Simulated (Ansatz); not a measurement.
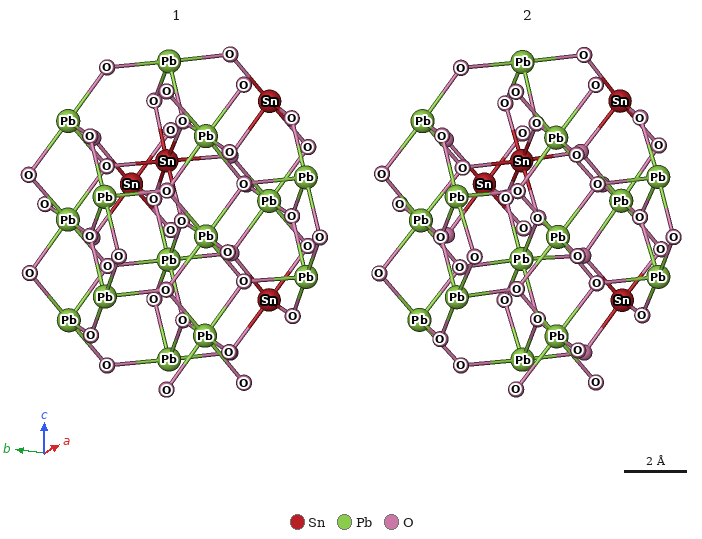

Two geometries of solid Sn₆Pb₁₈O₄₈ (a generated structure, set up in P1), drawn at one scale. One is the start of a relaxation, the other its converged end. The picture is a ball-and-stick view of the atoms within 5.8 Å of the atom that moves most (axes of the cell of the calculation), seen from a free direction.

Theory: Ansatz, DFT, PBEsol, PAW, plane waves. Settings: plane-wave cutoff 420 eV; k-point mesh 1 × 1 × 1; mesh shifted by (0.25, 0.25, 0.25); no spin polarisation; cell relaxed at fixed alpha, beta, gamma; force threshold 0.03 eV/Å; at most 80 steps.

**Which of the two is the end point?**

Structure 2 is the relaxed one. The energy falls by 28.5 meV per atom in 5 geometry steps. The largest force component goes from 1.4 to 0.022 eV/Å. The pressure goes from 0.19 to −0.02 GPa. An O atom moves most relative to the cell: 0.20 Å along [2 −1 1]. By element the largest moves are O 0.20 Å, Sn 0.09 Å, Pb 0.08 Å. The drawn cell changes as follows: a 9.880 → 9.921 Å (+0.4 %), b 9.880 → 9.834 Å (−0.5 %), c 10.081 → 10.066 Å (−0.2 %); the volume changes by −0.2 %. Among the contacts that change: O–Sn 2.180 → 2.073 Å, O–Sn 2.197 → 2.090 Å, O–Pb 2.103 → 2.209 Å, O–Sn 2.163 → 2.065 Å. Bond angles that change, for instance: Pb–O–Pb 129.2° → 122.9°, Sn–O–Pb 127.1° → 132.2°, Pb–O–Pb 129.3° → 125.2°. The space group stays P1 (No. 1). The run took 9.9 s on 1 × NVIDIA GB300 Max-Q with 8 threads of Arm Neoverse-V2, peak memory 2 GiB.
